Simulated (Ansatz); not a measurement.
## LuAl2B2: relaxing a made-up structure

Starting from a made-up structure for LuAl2B2, the aim is the relaxed cell, its shortest contacts and, where a second run follows, its electronic structure.

Calculated with Ansatz 0.2.0; DFT, PBE, plane-wave PAW, default files, scalar-relativistic, no spin, cell and ions relaxed at zero pressure, in the first sound run; inputs show where later runs differ.

### Step 1. The structure

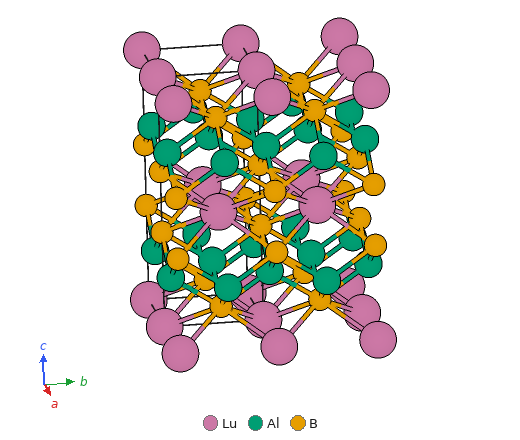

The cell as given, slightly off an axis (lutetium pink, aluminium teal, boron orange). 2×2×1 cells are drawn. This picture shows the conventional cell, with its axes. Some periodic images of atoms are drawn too.

### Step 2. Relaxing cell and atoms

The guess takes its coordinates from another compound and its volume from a rule, so the cell and any free coordinates are relaxed together.

input.yaml

```yaml
crystal:
  lattice:
    - [-1.875, 1.875, 4.8665]
    - [1.875, -1.875, 4.8665]
    - [1.875, 1.875, -4.8665]
  atoms:
    - { symbol: Lu, position: [0.0, 0.0, 0.0] }
    - { symbol: Al, position: [0.25, 0.75, 0.5] }
    - { symbol: Al, position: [0.75, 0.25, 0.5] }
    - { symbol: B, position: [0.6218, 0.6218, 0.0] }
    - { symbol: B, position: [0.3782, 0.3782, 0.0] }
kpoints:
  mp_grid: { grid: [10, 10, 10] }
scf:
  occupations: { method: fermi_dirac, width: 0.05 }
hamiltonian:
  xc: pbe
  pseudopotentials: { kind: paw }
relax:
  f_tol: 0.015
  max_steps: 70
  cell: {}
output:
  forces: true
  stress: true
```

The run is started by

```sh
> ansatz run input.yaml --threads 4 --pin off --max-ram 8192MiB --backend cpu --events-out ev --progress --plain --runs-dir out
```

Numbers of over 12 decimals in the logs are rounded to 6 here.

Output:

```text
basis.fft_grid_basis auto: the FFT boxes are laid along the combinations [[1, 0, 1], [0, 1, 1], [0, 0, 1]] of the cell's own vectors, 3.750, 3.750 and 5.542 Å long. The dense box has 27×27×40 points. Along the cell's own vectors, as sized, it would have 40×40×40, 2.19 times as many. Of the 16 symmetry operations that the crystal satisfies within crystal.symmetry.tolerance (time reversal apart; of a slab, those that k [...]
Engine: ansatz 0.2.0, aarch64-unknown-linux-gnu
Pseudopotentials: kind: paw
Pseudopotential: Lu, paw, valence charge 25, recommended cutoff 420 eV (normal), Lu.paw.azcp
Pseudopotential: Al, paw, valence charge 3, recommended cutoff 420 eV (normal), Al.paw.azcp
Pseudopotential: B, paw, valence charge 3, recommended cutoff 420 eV (normal), B.paw.azcp
Functional definition: PBE
  parameter kappa = 0.804
  parameter beta = 0.066725
  exchange = pbe_x(kappa = kappa, mu = beta*pi^2/3)
  correlation = pbe_c(beta = beta)
Crystal: 5 atoms, lattice volume = 68.435 Å³
Basis set: ecut = 420 eV, 1333 PW (Γ), FFT grids on a1+a3, a2+a3, a3, exchange–correlation on 54×54×80 points (8 copies of the dense FFT grid, shifted against one another)
Bands: 24, of which v1, the nominal top of the filled ones, is band 19 counted from 1 (18 counted from 0)
Symmetry: 16 space group operations
Space group: I4/mmm (ITA 139), of the structure as read, at distance tolerance 4.1e-5 Å
k-points: 102 of 1000
Non-local potential: Lu, projectors of the file, l = 0: 3, l = 1: 2, l = 2: 2, l = 3: 3
Non-local potential: Al, projectors of the file, l = 0: 2, l = 1: 2, l = 2: 1
Non-local potential: B, projectors of the file, l = 0: 2, l = 1: 2, l = 2: 1
PAW form: soft (Blöchl's): semilocal exchange-correlation on the pseudo side does not see the compensation charge
PAW one-centre angular grid: Lu, 590 points (default); XC on 64 Gauss nodes
PAW one-centre angular grid: Al, 110 points (default); XC on 64 Gauss nodes
PAW one-centre angular grid: B, 110 points (default); XC on 64 Gauss nodes
Initial density: superposition of atomic densities (neutral atoms: chi_scale 0, normalization atom), corrected by the library's trained network
Initial wavefunctions: pseudopotential atomic-orbital guess
Functional: x = pbe(κ = 0.804, μ = 0.219515), c = pbe(β = 0.066725)
SCF iter   1: F=—  HF=-16120.024417 eV  |F-HF|=—  |Δ(HF+E_count)|=         —  Δρ=3.37e-3  dr2=9.09e-3  ethr=1.77e-3  ⟨swp⟩=6.6  Hψ=12590  notcnv=0
preconditioner: auto → Kerker (q_TF=auto, 2.463 Å⁻¹)  [metal: Δε(μ)=0.007 eV  Ē_g=7.804 eV  σ=0.050 eV  W_gap=0.03  n_scr=14 (ndim 8)  ℏωp=24.2 eV  f_vac=0.000  D(μ)=2.05/eV (n_scr^D=10)]
SCF iter   2: F=—  HF=-16120.023139 eV  |F-HF|=—  |Δ(HF+E_count)|=   1.28e-3  Δρ=2.04e-3  dr2=3.20e-3  ethr=2.46e-5  ⟨swp⟩=2.2  Hψ=4759  notcnv=0  defer=1
SCF iter   3: F=—  HF=-16120.023617 eV  |F-HF|=—  |Δ(HF+E_count)|=   4.78e-4  Δρ=1.44e-3  dr2=1.35e-3  ethr=8.66e-6  ⟨swp⟩=2.0  Hψ=4306  notcnv=0  defer=3
SCF iter   4: F=—  HF=-16120.022030 eV  |F-HF|=—  |Δ(HF+E_count)|=   1.59e-3  Δρ=2.23e-4  dr2=3.31e-5  ethr=3.65e-6  ⟨swp⟩=2.0  Hψ=4285  notcnv=0  defer=1
SCF iter   5: F=—  HF=-16120.021999 eV  |F-HF|=—  |Δ(HF+E_count)|=   3.15e-5  Δρ=8.76e-5  dr2=5.32e-6  ethr=8.94e-8  ⟨swp⟩=2.0  Hψ=4472  notcnv=0  defer=1
SCF iter   6: F=—  HF=-16120.021997 eV  |F-HF|=—  |Δ(HF+E_count)|=   1.41e-6  Δρ=1.82e-5  dr2=3.75e-7  ethr=1.44e-8  ⟨swp⟩=2.6  Hψ=4248  notcnv=0  defer=1
SCF iter   7: F=—  HF=-16120.021998 eV  |F-HF|=—  |Δ(HF+E_count)|=   2.25e-7  Δρ=7.23e-6  dr2=5.23e-8  ethr=2.70e-10  ⟨swp⟩=5.0  Hψ=10440  notcnv=0
SCF iter   8: F=-16120.021997 eV  HF=-16120.021997 eV  |F-HF|=7.77e-9  |Δ(HF+E_count)|=   8.61e-8  Δρ=3.00e-6  dr2=9.05e-9  ethr=1.41e-10  ⟨swp⟩=5.0  Hψ=9815  notcnv=0
SCF 1 converged in 8 iterations: F = -16120.021997 eV  dr2 = 9.05e-9
  greatest PAW one-centre occupation: 0.998 electrons in one spin orbital (limit 2), on the Lu atom at site 0 (counted from 0), in its partial waves of l = 0
relax step   1: F+E_penalty+E_count = -16120.02199745 eV  Δ(F+E_penalty+E_count) = +0.000e0 eV  max|allowed force component| = 9.994e-1 eV/Å  Δτ_max = 0.0000 Å  P = -5.717 GPa  Ω = 68.435 Å³  (8 SCF iters, dr2 threshold 1.00e-7 eV, accepted)
Crystal: 5 atoms, lattice volume = 62.378 Å³
Basis set: ecut = 420 eV, 1211 PW (Γ), FFT grids on a1+a3, a2+a3, a3, exchange–correlation on 54×54×80 points (8 copies of the dense FFT grid, shifted against one another)
Initial density: handed on by an earlier stage of this run
Initial wavefunctions: those handed on with the density
iter 1 solved again at ethr=4.29e-4 eV; its pass at ethr=3.10e-3 eV (dr2=1.59e-1 eV) is discarded
SCF iter   1: F=—  HF=-16120.415929 eV  |F-HF|=—  |Δ(HF+E_count)|=         —  Δρ=1.09e-2  dr2=1.59e-1  ethr=4.29e-4  ⟨swp⟩=2.0  Hψ=20970  notcnv=0
preconditioner: auto → Kerker (q_TF=auto, 2.501 Å⁻¹)  [metal: Δε(μ)=0.027 eV  Ē_g=11.687 eV  σ=0.050 eV  W_gap=0.13  n_scr=14 (ndim 8)  ℏωp=27.8 eV  f_vac=0.000  D(μ)=1.56/eV (n_scr^D=10)]
SCF iter   2: F=—  HF=-16120.384878 eV  |F-HF|=—  |Δ(HF+E_count)|=   3.11e-2  Δρ=6.01e-3  dr2=6.03e-2  ethr=4.29e-4  ⟨swp⟩=4.1  Hψ=4654  notcnv=0
SCF iter   3: F=—  HF=-16120.380445 eV  |F-HF|=—  |Δ(HF+E_count)|=   4.43e-3  Δρ=4.04e-3  dr2=7.91e-3  ethr=1.63e-4  ⟨swp⟩=4.2  Hψ=6322  notcnv=0  defer=45
SCF iter   4: F=—  HF=-16120.367131 eV  |F-HF|=—  |Δ(HF+E_count)|=   1.33e-2  Δρ=1.17e-3  dr2=9.51e-4  ethr=2.14e-5  ⟨swp⟩=3.0  Hψ=6601  notcnv=0  defer=53
SCF iter   5: F=—  HF=-16120.366825 eV  |F-HF|=—  |Δ(HF+E_count)|=   3.06e-4  Δρ=4.48e-4  dr2=9.21e-5  ethr=2.57e-6  ⟨swp⟩=2.9  Hψ=6196  notcnv=0  defer=51
SCF iter   6: F=—  HF=-16120.366769 eV  |F-HF|=—  |Δ(HF+E_count)|=   5.61e-5  Δρ=2.04e-4  dr2=1.67e-5  ethr=2.49e-7  ⟨swp⟩=2.9  Hψ=5173  notcnv=0  defer=51
SCF iter   7: F=—  HF=-16120.366771 eV  |F-HF|=—  |Δ(HF+E_count)|=   2.90e-6  Δρ=6.62e-5  dr2=2.13e-6  ethr=4.51e-8  ⟨swp⟩=2.5  Hψ=3958  notcnv=0  defer=51
SCF iter   8: F=-16120.366771 eV  HF=-16120.366771 eV  |F-HF|=8.10e-8  |Δ(HF+E_count)|=   8.19e-7  Δρ=9.21e-6  dr2=4.69e-8  ethr=1.35e-9  ⟨swp⟩=6.4  Hψ=12465  notcnv=0
SCF 2 converged in 8 iterations: F = -16120.366771 eV  dr2 = 4.69e-8
relax step   2: F+E_penalty+E_count = -16120.36677057 eV  Δ(F+E_penalty+E_count) = -3.448e-1 eV  max|allowed force component| = 1.002e0 eV/Å  Δτ_max = 0.1245 Å  P = +3.241 GPa  Ω = 62.378 Å³  energy of the carried Pulay correction = +4.286e-3 eV  (8 SCF iters, dr2 threshold 5.00e-7 eV, accepted)
Crystal: 5 atoms, lattice volume = 60.584 Å³
Basis set: ecut = 420 eV, 1203 PW (Γ), FFT grids on a1+a3, a2+a3, a3, exchange–correlation on 54×54×80 points (8 copies of the dense FFT grid, shifted against one another)
iter 1 solved again at ethr=6.33e-4 eV; its pass at ethr=3.10e-3 eV (dr2=2.34e-1 eV) is discarded
SCF iter   1: F=—  HF=-16120.489016 eV  |F-HF|=—  |Δ(HF+E_count)|=         —  Δρ=1.46e-2  dr2=2.40e-1  ethr=6.33e-4  ⟨swp⟩=1.5  Hψ=18179  notcnv=0
preconditioner: auto → Kerker (q_TF=auto, 2.513 Å⁻¹)  [metal: Δε(μ)=0.005 eV  Ē_g=11.727 eV  σ=0.050 eV  W_gap=0.02  n_scr=14 (ndim 8)  ℏωp=28.2 eV  f_vac=0.000  D(μ)=2.03/eV (n_scr^D=14)]
SCF iter   2: F=—  HF=-16120.439081 eV  |F-HF|=—  |Δ(HF+E_count)|=   4.99e-2  Δρ=8.72e-3  dr2=9.33e-2  ethr=6.33e-4  ⟨swp⟩=2.6  Hψ=3118  notcnv=0
SCF iter   3: F=—  HF=-16120.424734 eV  |F-HF|=—  |Δ(HF+E_count)|=   1.43e-2  Δρ=3.94e-3  dr2=6.48e-3  ethr=2.52e-4  ⟨swp⟩=4.3  Hψ=5761  notcnv=0  defer=4
SCF iter   4: F=—  HF=-16120.412223 eV  |F-HF|=—  |Δ(HF+E_count)|=   1.25e-2  Δρ=1.07e-3  dr2=7.38e-4  ethr=1.75e-5  ⟨swp⟩=3.0  Hψ=7304  notcnv=0  defer=48
SCF iter   5: F=—  HF=-16120.412059 eV  |F-HF|=—  |Δ(HF+E_count)|=   1.63e-4  Δρ=4.41e-4  dr2=3.24e-4  ethr=1.99e-6  ⟨swp⟩=2.0  Hψ=4265  notcnv=0  defer=48
SCF iter   6: F=—  HF=-16120.411981 eV  |F-HF|=—  |Δ(HF+E_count)|=   7.88e-5  Δρ=1.75e-4  dr2=4.78e-5  ethr=8.77e-7  ⟨swp⟩=2.0  Hψ=3619  notcnv=0  defer=48
SCF iter   7: F=—  HF=-16120.411971 eV  |F-HF|=—  |Δ(HF+E_count)|=   9.79e-6  Δρ=5.56e-5  dr2=3.40e-6  ethr=1.29e-7  ⟨swp⟩=2.0  Hψ=4299  notcnv=0  defer=48
SCF iter   8: F=-16120.411969 eV  HF=-16120.411969 eV  |F-HF|=8.20e-8  |Δ(HF+E_count)|=   1.53e-6  Δρ=1.02e-5  dr2=1.13e-7  ethr=1.35e-9  ⟨swp⟩=5.3  Hψ=14580  notcnv=0
SCF 3 converged in 8 iterations: F = -16120.411969 eV  dr2 = 1.13e-7
relax step   3: F+E_penalty+E_count = -16120.41196914 eV  Δ(F+E_penalty+E_count) = -4.520e-2 eV  max|allowed force component| = 2.780e-1 eV/Å  Δτ_max = 0.1171 Å  P = +7.474 GPa  Ω = 60.584 Å³  energy of the carried Pulay correction = +5.633e-3 eV  (8 SCF iters, dr2 threshold 5.00e-7 eV, accepted)
[...]
relax step   4: F+E_penalty+E_count = -16120.48719287 eV  Δ(F+E_penalty+E_count) = -7.522e-2 eV  max|allowed force component| = 2.367e-1 eV/Å  Δτ_max = 0.0205 Å  P = +0.930 GPa  Ω = 63.117 Å³  energy of the carried Pulay correction = +3.742e-3 eV  (8 SCF iters, dr2 threshold 5.00e-7 eV, accepted)
[...]
relax step   5: F+E_penalty+E_count = -16120.49407697 eV  Δ(F+E_penalty+E_count) = -6.884e-3 eV  max|allowed force component| = 3.177e-2 eV/Å  Δτ_max = 0.0150 Å  P = -0.175 GPa  Ω = 63.681 Å³  energy of the carried Pulay correction = +3.331e-3 eV  (7 SCF iters, dr2 threshold 5.00e-7 eV, accepted)
[...]
relax step   6: F+E_penalty+E_count = -16120.49455745 eV  Δ(F+E_penalty+E_count) = -4.805e-4 eV  max|allowed force component| = 8.419e-3 eV/Å  Δτ_max = 0.0034 Å  P = -0.049 GPa  Ω = 63.623 Å³  energy of the carried Pulay correction = +3.372e-3 eV  (6 SCF iters, dr2 threshold 3.83e-7 eV, accepted)
[...]
relax step   7: F+E_penalty+E_count = -16120.49458396 eV  Δ(F+E_penalty+E_count) = -2.652e-5 eV  max|allowed force component| = 4.819e-4 eV/Å  Δτ_max = 0.0009 Å  P = -0.002 GPa  Ω = 63.604 Å³  energy of the carried Pulay correction = +3.387e-3 eV  (6 SCF iters, dr2 threshold 1.10e-8 eV, accepted)
[...]
relax step   8: F+E_penalty+E_count = -16120.49189501 eV  Δ(F+E_penalty+E_count) = +2.689e-3 eV  max|allowed force component| = 1.721e-3 eV/Å  Δτ_max = 0.0000 Å  P = -0.050 GPa  Ω = 63.604 Å³  stress off target by 6.17e-2 GPa  SCF on the basis re-selected at this cell (its energy is not comparable with the rows above)  (6 SCF iters)
[...]
relax step   9: F+E_penalty+E_count = -16120.49191761 eV  Δ(F+E_penalty+E_count) = -2.261e-5 eV  max|allowed force component| = 1.161e-4 eV/Å  Δτ_max = 0.0002 Å  P = -0.001 GPa  Ω = 63.580 Å³  energy of the carried Pulay correction = +1.828e-5 eV  (5 SCF iters, dr2 threshold 9.52e-9 eV, accepted)
iter 1 solved again at ethr=2.20e-8 eV; its pass at ethr=3.10e-3 eV (dr2=8.13e-6 eV) is discarded
SCF iter   1: F=—  HF=-16120.491912 eV  |F-HF|=—  |Δ(HF+E_count)|=         —  Δρ=1.75e-6  dr2=1.56e-9  ethr=2.20e-8  ⟨swp⟩=5.3  Hψ=23798  notcnv=0
SCF iter   2: F=—  HF=-16120.491900 eV  |F-HF|=—  |Δ(HF+E_count)|=   1.30e-5  Δρ=1.00e-6  dr2=5.14e-10  ethr=4.22e-12  ⟨swp⟩=3.9  Hψ=6990  notcnv=0
SCF iter   3: F=—  HF=-16120.491900 eV  |F-HF|=—  |Δ(HF+E_count)|=  1.40e-10  Δρ=8.07e-7  dr2=2.89e-10  ethr=1.39e-12  ⟨swp⟩=2.8  Hψ=4906  notcnv=0
SCF iter   4: F=—  HF=-16120.491900 eV  |F-HF|=—  |Δ(HF+E_count)|=  1.55e-10  Δρ=2.78e-7  dr2=3.54e-11  ethr=1.00e-12  ⟨swp⟩=4.8  Hψ=13264  notcnv=0
SCF iter   5: F=-16120.491900 eV  HF=-16120.491900 eV  |F-HF|=3.64e-12  |Δ(HF+E_count)|=  9.09e-12  Δρ=6.03e-8  dr2=2.02e-12  ethr=1.00e-12  ⟨swp⟩=5.8  Hψ=10951  notcnv=0
SCF 10 converged in 5 iterations: F = -16120.491900 eV  dr2 = 2.02e-12
relax step  10: F+E_penalty+E_count = -16120.49189952 eV  Δ(F+E_penalty+E_count) = +1.809e-5 eV  max|allowed force component| = 1.202e-4 eV/Å  Δτ_max = 0.0000 Å  P = -0.001 GPa  Ω = 63.580 Å³  stress off target by 1.17e-3 GPa  SCF on the basis re-selected at this cell (its energy is not comparable with the rows above)  (5 SCF iters)
basis re-selected at this cell: Δ(F+E_penalty+E_count) = +1.809e-5 eV, ΔP = -0.000 GPa vs the last step (what re-selecting the basis moved, of the pressure what is left beyond the Pulay correction that the steps carried, after the strain that the cell walked since its last selection, with what the two solves' SCF thresholds leave and, on support functions, any second-order correction that the steps lacked; it is no m [...]
SCF converged after 5 iterations
Free energy (F): -16120.491900 eV
Harris-Foulkes:  -16120.491900 eV  (|F-HF|=3.64e-12)
Internal energy: -16120.475253 eV  (E = F + TS)
E sigma→0 (E₀):  -16120.483576 eV
Entropy (-TS):   -0.016646 eV (-3.329 meV/atom)
Fermi energy:    13.035638 eV
--- Per-component energies (eV) ---
  E_band       = 73.204303
  E_kinetic    = 567.156160
  E_local      = -7751.228809  (includes V_loc(G=0)·N_el)
  E_nonlocal   = 616.883724
  E_hartree    = 3348.621216
  E_xc         = -365.458795
  E_vxc        = -397.316949  (∫ρ·V_xc dr)
  E_paw        = -8465.569665  (= ΣΔE_a)
  E_vpaw       = 340.467610  (= ΣTr[D̂ρ^β])
  E_aug_tail   = 0.000021  (compensation charges beyond the density's cutoff)
  E_ewald      = -4070.879106
  E_smearing   = -0.016646  (= −TS)
  E_closure    = 0.000000  (closes the sum)
  Σ components = -16120.491900   (vs F -16120.491900, Δ=0.00e0)
--- Forces (eV/Å), atoms counted from 1 ---
  atom   1  Lu    -0.00000000     0.00000000     0.00000000
  atom   2  Al     0.00000000    -0.00000000     0.00000000
  atom   3  Al     0.00000000     0.00000000     0.00000000
  atom   4  B     -0.00000000     0.00000000     0.00012019
  atom   5  B      0.00000000     0.00000000    -0.00012019
  max |Σ_I F_I| component: 6.94e-18 eV/Å
--- Stress (GPa, compression-positive) ---
       -0.001168      -0.000000       0.000000
       -0.000000      -0.001168       0.000000
        0.000000       0.000000      -0.000851
  P = ⅓ Tr σ = -0.0011 GPa (-0.011 kbar)
--- Relaxed structure (8 steps of the walk, 8 accepted, 2 SCFs on fresh bases) ---
  F+E_penalty+E_count = -16120.49189952 eV   max|allowed force component| = 1.202e-4 eV/Å   (the final SCF, on the basis selected at the relaxed cell)
  cell:  # Å, volume = 63.5801 Å³
    - [-1.841884, 1.841884, 4.685294]
    - [1.841884, -1.841884, 4.685294]
    - [1.841884, 1.841884, -4.685294]
  atoms:
    - { symbol: Lu, position: [-4.2775468430538785e-19, -4.277546843053882e-19, 0] }
    - { symbol: Al, position: [0.25, 0.75, 0.5] }
    - { symbol: Al, position: [0.75, 0.25, 0.5] }
    - { symbol: B, position: [0.597132, 0.597132, 0] }
    - { symbol: B, position: [0.402868, 0.402868, 0] }
```

The job ended after 21 s (4 threads of Arm Neoverse V2, shared host; peak memory 0.48 GiB; 80 s of CPU time).

The steps of the relaxation:

```
step  energy less that of the first step (eV)  largest force component (eV/Å)  pressure (GPa)  volume (Å³)
   1                                   0.0000                          0.9994           -5.72        68.44
   2                                  -0.3448                          1.0023            3.24        62.38
   3                                  -0.3900                          0.2780            7.47        60.58
   4                                  -0.4652                          0.2367            0.93        63.12
   5                                  -0.4721                          0.0318           -0.18        63.68
   6                                  -0.4726                          0.0084           -0.05        63.62
   7                                  -0.4726                          0.0005            0.00        63.60
  8*                                  -0.4699                          0.0017           -0.05        63.60
   9                                  -0.4699                          0.0001            0.00        63.58
 10*                                  -0.4699                          0.0001            0.00        63.58
```

Relaxation steps marked * repeat the geometry before them on a plane-wave basis chosen anew for their cell, so energy and pressure can jump there.

The run keeps the 16 symmetry operations that it works with, so distortions that break them were not tested.

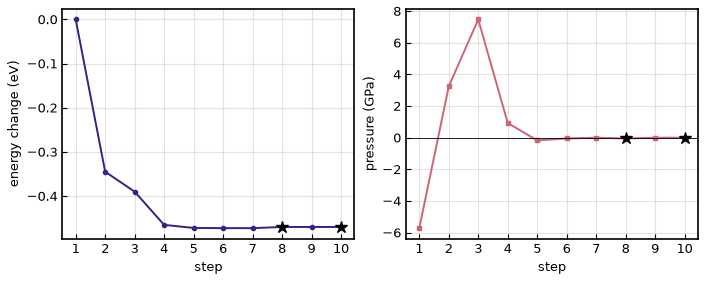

Energy and pressure along the relaxation. Stars mark steps on a basis chosen anew.

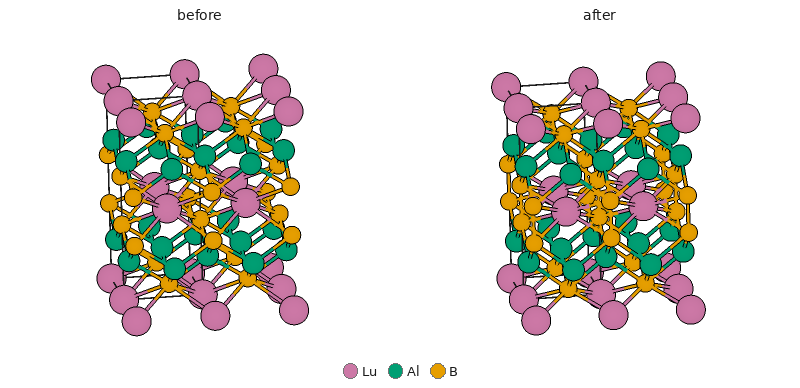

The structure before and after the relaxation, drawn at the same scale.

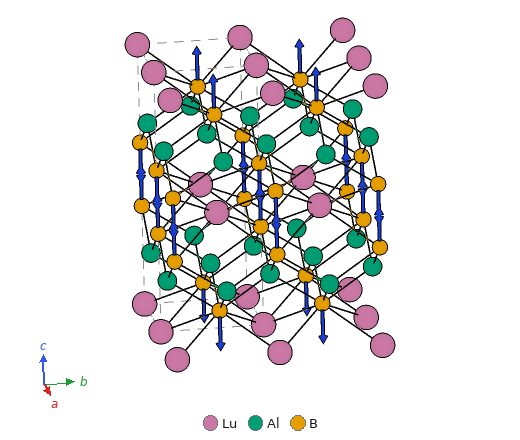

Displacements in the relaxation, exaggerated, measured against the changing cell; the longest in the cell stands for 0.23 Å. 2×2×1 conventional cells are drawn. Some periodic images of atoms are drawn too.

```
conventional cell, symmetrised  before  after  change
                         a (Å)   3.750  3.684  -1.8 %
                         b (Å)   3.750  3.684  -1.8 %
                         c (Å)   9.733  9.371  -3.7 %
              volume (Å³/atom)   13.69  12.72  -7.1 %
```

The atoms that moved most (Å, as changes of fractional coordinates times the final cell):

```csv
atom,dx,dy,dz,length
B5,0.000,0.000,0.231,0.231
B4,0.000,0.000,-0.231,0.231
```

Numbers from this step:

* free energy: -16120.4919 eV
* energy at zero smearing: -16120.4836 eV
* smearing term TS: 0.01665 eV
* Fermi energy: 13.04 eV
* electrons: 37
* symmetry operations: 16
* pressure: -0.001062 GPa

The shortest distance of each pair, which need not be the same contact before and after:

```
 pair  guess (Å)  relaxed (Å)
  B–B      2.371        1.820
 Al–B      2.252        2.333
Al–Al      2.652        2.605
 B–Lu      2.905        2.759
Al–Lu      3.072        2.980
```

The relaxation ends with a largest force component of 1.2e-4 eV/Å and a pressure of 0.00 GPa.

(Continued in part 2 of 2.)

[Logs are printed without paths, hosts, clocks, repeated set-up lines and the standing remarks that a program may print on its own settings, such as how far it seeks lower states.]

[Hosts, paths, dates, database ids (printed as entryN), source tags and the programs' standing remarks are cut or masked in the printed files.]
